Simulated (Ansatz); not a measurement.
System: Si3Se2.

Input

```
crystal:
  lattice:
    - [3.6206161804, 2.0903637264, 6.1515514004]
    - [-3.6206161804, 2.0903637264, 6.1515514004]
    - [0.0, -4.1807274528, 6.1515514004]
  atoms:
    - { symbol: Si, position: [0.4807227727, 0.0192772273, 0.25] }
    - { symbol: Si, position: [0.25, 0.4807227727, 0.0192772273] }
    - { symbol: Si, position: [0.0192772273, 0.25, 0.4807227727] }
    - { symbol: Si, position: [0.5192772273, 0.9807227727, 0.75] }
    - { symbol: Si, position: [0.75, 0.5192772273, 0.9807227727] }
    - { symbol: Si, position: [0.9807227727, 0.75, 0.5192772273] }
    - { symbol: Se, position: [0.3485891563, 0.3485891563, 0.3485891563] }
    - { symbol: Se, position: [0.1514108437, 0.1514108437, 0.1514108437] }
    - { symbol: Se, position: [0.6514108437, 0.6514108437, 0.6514108437] }
    - { symbol: Se, position: [0.8485891563, 0.8485891563, 0.8485891563] }
basis:
  ecutwfc: 420
kpoints:
  mp_grid: { grid: [6, 6, 6] }
hamiltonian:
  xc: pbe
scf:
  occupations: { method: gaussian, width: 0.01 }
output:
  forces: true
  stress: true
  eigenvalues: true
  write_density: true
  write_potential: true
  elf: true
  volumetric_format: npy
relax:
  adjacent_minimum: "off"
  f_tol: 0.01
  max_steps: 80
  cell: { stress_tol: 0.05 }
```

Run with:

```sh
ansatz run input.yaml --threads 1 --pin off --max-ram 2560MiB --backend cpu --events-out ev --progress --plain --runs-dir out
```

Below, planes, directions and counts refer to the conventional cell (a = 7.23 Å, b = 7.23 Å, c = 18.98 Å, α = 90.00°, β = 90.00°, γ = 120.00°).

The fields are those of the relaxed geometry.

Space group R-3c; started from the corundum_167 prototype, which need not be the ambient phase.

All numbers below come from Ansatz, DFT PBE, scalar-relativistic, plane waves, PAW.

What will maps of the valence pseudo-density and electron localisation function show?

Si–Se (2.47 Å): ρ is about 0.48 e/Å³ halfway; the ELF peaks at about 0.75 between the atoms.

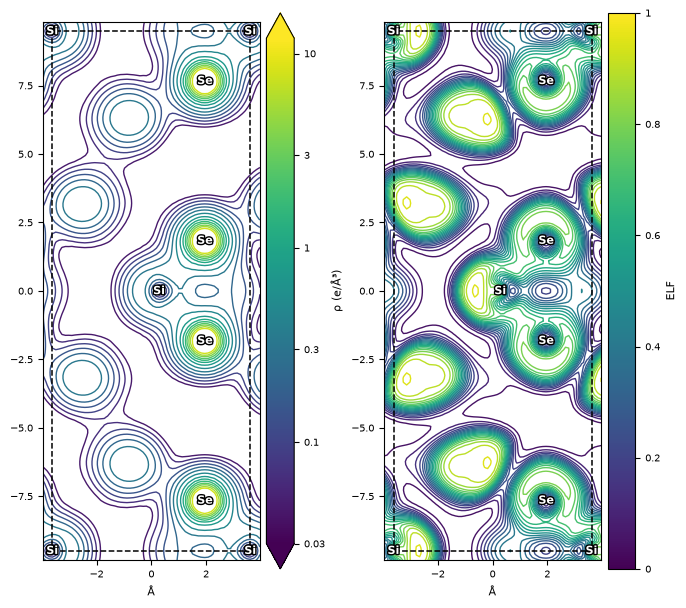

Computed valence pseudo-density and electron localisation function on the (100) plane of the conventional cell, in this order. Atoms just off the plane (Si, 0.6 Å away) can leave unmarked features too.
